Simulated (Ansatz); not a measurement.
# H3SO+ (SMILES O[SH2+]): functionals against CCSD(T) at one geometry

A test off equilibrium: a structure displaced at random from a GFN2-xTB minimum is computed at several levels, and each is set against CCSD(T).

Program: Ansatz 0.2.0, Gaussian basis. Level of theory: single points in def2-TZVPP. These are calculated values, not measurements.

Cores are frozen in the correlated methods.

### 1 Where the work starts

SMILES `O[SH2+]`, 5 atoms, charge 1, spin multiplicity 1.

Atoms are counted from 1 here; the program's logs count them from 0.

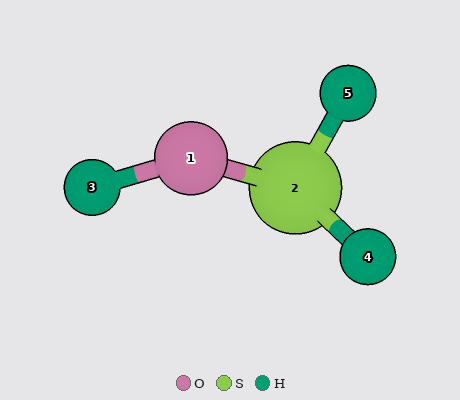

As it starts; oxygen pink, sulfur green, hydrogen teal; atoms are numbered from 1 in the order of the file.

Coordinates:

```
O     0.3579   -0.5960    0.3373
S    -0.5171    0.5280   -0.1021
H    -0.0898   -1.3470    1.0448
H    -0.4552    0.3389   -1.4031
H     0.4259    1.2439   -0.1271
```

### 2 CCSD(T)/def2-TZVPP

Input file run/in.yaml:

```yaml
crystal:
  periodic: [false, false, false]
  atoms:
    - {symbol: O, position_ang: [0.357900, -0.596000, 0.337300]}
    - {symbol: S, position_ang: [-0.517100, 0.528000, -0.102100]}
    - {symbol: H, position_ang: [-0.089800, -1.347000, 1.044800]}
    - {symbol: H, position_ang: [-0.455200, 0.338900, -1.403100]}
    - {symbol: H, position_ang: [0.425900, 1.243900, -0.127100]}
basis:
  gaussian: {orbitals: def2-TZVPP}
total_charge: 1
correlation: {method: ccsd_t}
output: {forces: true}
```

No record of the launch command was kept for these runs.

The program printed, cut to the lines that bear on the results:

```text
Functional definition: HF
  name "HF"
  cite "Fock, Z. Phys. 61, 126 (1930) doi:10.1007/BF01340294"
  parent pbe
[...]
666 factors; integrals over basis functions are off by at most 1.1e-3 eV
[...]
mean field -12893.31892384 eV, -473.8207310457 hartree, gradient 8.8e-6 eV, S^2 0.000000; 0 other end points of the search recorded, 0 dependent functions left out
6 core orbitals not correlated: weight in the atoms' cores, before any rotation towards them, 1.000 or more for the frozen orbitals, at most 0.000 for the correlated occupied ones
reference -12893.31892384 eV, -473.8207310457 hartree; 7, 7 occupied and 102, 102 virtual orbitals, 666 factors
second order -11.39736283 eV of doubles, -0.00000000 eV of singles
cycle   1  -11.66944877 eV  change   -2.7e-1 eV  update   7.2e-2
[...]
cycle  10  -12.03158747 eV  change    5.3e-6 eV  update   6.1e-6
perturbative correction -0.43247396 eV, -0.0158931250 hartree
[...]
Total energy: -12905.78298527 eV, -474.2787768548 hartree
Atom 0 at     0.357900    -0.596000     0.337300 Å, force     0.776022    -7.603218     4.792476 eV/Å
Atom 1 at    -0.517100     0.528000    -0.102100 Å, force    -6.437800    -0.512235    -0.421288 eV/Å
Atom 2 at    -0.089800    -1.347000     1.044800 Å, force     1.604341     3.102659    -2.911701 eV/Å
Atom 3 at    -0.455200     0.338900    -1.403100 Å, force    -0.405812     0.009554    -1.162680 eV/Å
Atom 4 at     0.425900     1.243900    -0.127100 Å, force     4.463250     5.003239    -0.296807 eV/Å
Dipole moment:    -0.196673     0.010324    -0.015225 e Å
```

Run time: 9 s. Hardware: 4 threads, shared host; peak memory 0.75 GiB.

### 3 PBE0-D4/def2-TZVPP

Edit run/in.yaml of step 2 so:

```diff
@@ -11,3 +11,3 @@
 total_charge: 1
-correlation: {method: ccsd_t}
-output: {forces: true}
+hamiltonian: {xc: pbe0, dispersion: d4}
+output: {forces: true, orbitals: {seedname: orbitals}}
```

The log in run was not kept; the run's report gives a total energy of -12916.196125 eV.

Run time: 0.6 s. Hardware: 4 threads, shared host; peak memory 0.16 GiB.

### 4 wB97M-V/def2-TZVPP

Edit run/in.yaml of step 3 so:

```diff
@@ -11,3 +11,3 @@
 total_charge: 1
-hamiltonian: {xc: pbe0, dispersion: d4}
-output: {forces: true, orbitals: {seedname: orbitals}}
+hamiltonian: {xc: {name: wB97M-V}}
+output: {forces: true}
```

The log in run was not kept; the run's report gives a total energy of -12920.738670 eV.

Run time: 1.8 s. Hardware: 4 threads, shared host; peak memory 0.2 GiB.

### 5 r2SCAN-D4/def2-TZVPP

Edit run/in.yaml of step 4 so:

```diff
@@ -11,3 +11,3 @@
 total_charge: 1
-hamiltonian: {xc: {name: wB97M-V}}
+hamiltonian: {xc: r2scan, dispersion: d4}
 output: {forces: true}
```

The log in run was not kept; the run's report gives a total energy of -12920.349547 eV.

Wall time 1.1 s (4 threads, shared host); peak memory 0.12 GiB.

### 6 PBE-D4/def2-TZVPP

Edit run/in.yaml of step 5 so:

```diff
@@ -11,3 +11,3 @@
 total_charge: 1
-hamiltonian: {xc: r2scan, dispersion: d4}
+hamiltonian: {xc: pbe, dispersion: d4}
 output: {forces: true}
```

The program printed, cut to the lines that bear on the results:

```text
Functional definition: PBE
  name "PBE"
  cite "Perdew, Burke & Ernzerhof, Phys. Rev. Lett. 77, 3865 (1996) doi:10.1103/PhysRevLett.77.3865"
[... 1 set-up line as earlier in the session ...]
[...]
612 factors; their error is unknown
[...]
mean field -12915.29257981 eV, -474.6282480082 hartree, gradient 2.9e-5 eV, S^2 0.000000; 0 other end points of the search recorded, 0 dependent functions left out
[...]
reference -12915.29260604 eV, -474.6282489721 hartree; 13, 13 occupied and 102, 102 virtual orbitals, 612 factors
Total energy: -12915.33067744 eV, -474.6296480704 hartree
Atom 0 at     0.357900    -0.596000     0.337300 Å, force     1.132340    -7.424421     4.563725 eV/Å
Atom 1 at    -0.517100     0.528000    -0.102100 Å, force    -7.099894    -0.480841     0.030276 eV/Å
Atom 2 at    -0.089800    -1.347000     1.044800 Å, force     1.438048     2.722575    -2.574122 eV/Å
Atom 3 at    -0.455200     0.338900    -1.403100 Å, force    -0.329537    -0.019920    -1.663272 eV/Å
Atom 4 at     0.425900     1.243900    -0.127100 Å, force     4.859042     5.202607    -0.356607 eV/Å
Dipole moment:    -0.168496    -0.010557    -0.009969 e Å
```

Wall time 0.55 s (4 threads, shared host).

### 7 r2SCANh-D4/def2-TZVPP

Edit run/in.yaml of step 6 so:

```diff
@@ -11,3 +11,3 @@
 total_charge: 1
-hamiltonian: {xc: pbe, dispersion: d4}
+hamiltonian: {xc: {name: r2SCANh}, dispersion: d4}
 output: {forces: true}
```

The log in run was not kept; the run's report gives a total energy of -12920.160273 eV.

Wall time 1.1 s (4 threads, shared host); peak memory 0.17 GiB.

### 8 r2SCAN0-D4/def2-TZVPP

Edit run/in.yaml of step 7 so:

```diff
@@ -11,3 +11,3 @@
 total_charge: 1
-hamiltonian: {xc: {name: r2SCANh}, dispersion: d4}
+hamiltonian: {xc: {name: r2SCAN0}, dispersion: d4}
 output: {forces: true}
```

The log in run was not kept; the run's report gives a total energy of -12919.893911 eV.

Wall time 1.2 s (4 threads, shared host); peak memory 0.18 GiB.

### 9 Comparison

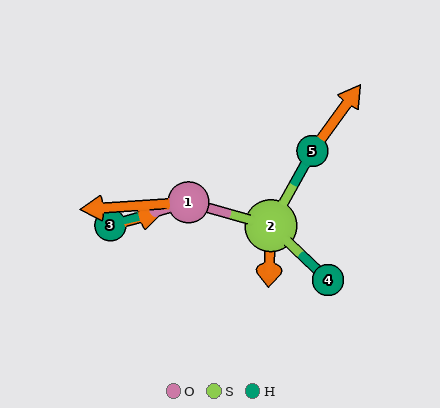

Forces at CCSD(T); the longest arrow is 9.02 eV/Å.

| method | RMS force component (eV/Å) | RMS error against CCSD(T) (eV/Å) | angle to CCSD(T) forces (°) |
| --- | --- | --- | --- |
| CCSD(T) | 3.564 | 0 | 0 |
| PBE0-D4 | 3.521 | 0.209 | 3.3 |
| wB97M-V | 3.500 | 0.125 | 1.8 |
| r2SCAN-D4 | 3.539 | 0.155 | 2.5 |
| PBE-D4 | 3.630 | 0.326 | 5.1 |
| r2SCANh-D4 | 3.510 | 0.174 | 2.7 |
| r2SCAN0-D4 | 3.471 | 0.276 | 4.2 |

Energy less the free neutral atoms in their ground states at the same level (atoms from separate runs):

Differences are taken before rounding.

| method | rung | energy less atoms (kJ/mol) | from CCSD(T) (kJ/mol) |
| --- | --- | --- | --- |
| PBE-D4 | GGA | -479.8 | -70.6 |
| r2SCAN-D4 | meta-GGA | -451.5 | -42.3 |
| PBE0-D4 | hybrid | -435.8 | -26.6 |
| r2SCANh-D4 | hybrid | -436.3 | -27.1 |
| r2SCAN0-D4 | hybrid | -414.6 | -5.3 |
| wB97M-V | range-separated hybrid | -467.8 | -58.6 |
| Hartree-Fock | wavefunction | -9.7 | +399.6 |
| MP2 | wavefunction | -431.4 | -22.2 |
| CCSD | wavefunction | -387.4 | +21.8 |
| CCSD(T) | wavefunction | -409.2 | 0 |

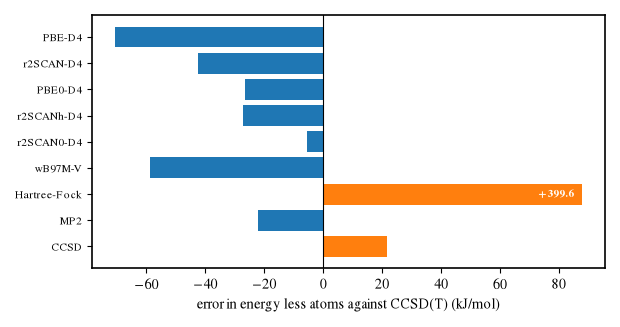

How far each level lands from CCSD(T). Bars with a number in them are cut short.

Cost and force error (times from a shared host):

| method | time | RMS force error (eV/Å) |
| --- | --- | --- |
| CCSD(T) | 9 s | 0 |
| PBE0-D4 | 0.6 s | 0.209 |
| wB97M-V | 1.8 s | 0.125 |
| r2SCAN-D4 | 1.1 s | 0.155 |
| PBE-D4 | 0.55 s | 0.326 |
| r2SCANh-D4 | 1.1 s | 0.174 |
| r2SCAN0-D4 | 1.2 s | 0.276 |

### 10 Outcome

```
                                  quantity                                                                                                 value
energy less free atoms, CCSD(T)/def2-TZVPP                                                                                         -409.2 kJ/mol
                       RMS force component                                                                  3.471 to 3.630 eV/Å over the methods
                           RMS force error  PBE0-D4 0.209, wB97M-V 0.125, r2SCAN-D4 0.155, PBE-D4 0.326, r2SCANh-D4 0.174, r2SCAN0-D4 0.276 eV/Å
                    HOMO and LUMO, PBE0-D4                                                                                   -16.38 and -7.81 eV
                             T1 diagnostic                                                                                                 0.012
```

In words: Against CCSD(T) the functionals' energies less atoms differ by -70.6 to -5.3 kJ/mol, PBE-D4 by -70.6 kJ/mol. A larger basis would deepen the CCSD(T) value, while the functionals are nearly converged already, so the order here is not reliable. On forces the order runs from wB97M-V to PBE-D4.
